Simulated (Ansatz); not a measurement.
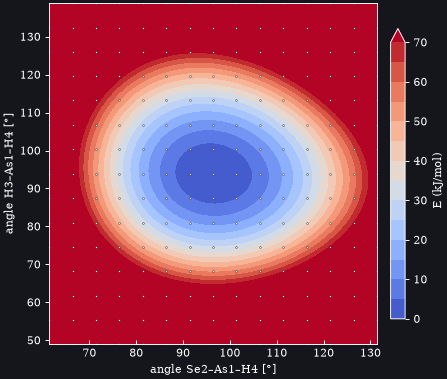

AsH3Se, SMILES [AsH2][SeH]. Coordinates scanned: (1) angle Se2–As1–H4; (2) angle H3–As1–H4. Nothing is relaxed (all other coordinates rigid). The scan uses a 15 × 15 grid. All energies are given in kJ/mol relative to the relaxed molecule at the same level. The calculation used Ansatz, RHF/def2-TZVP.

In the figure: filled contours, dots at the grid points, one colour for all values above the top of the scale. Between grid points the surface is interpolated.

Estimate the position of the minimum and the force constants in these coordinates.

Answer. The interpolated minimum is at angle Se2–As1–H4 ≈ 96.4°, angle H3–As1–H4 ≈ 93.9°. The curvatures there are about 4.9 eV/rad² and 5.2 eV/rad², with a cross term of about 0.3 eV/rad². Round the minimum the two coordinates are weakly coupled (coupling 0.06 in units of the two stiffnesses). (1 eV is 96.5 kJ/mol.)
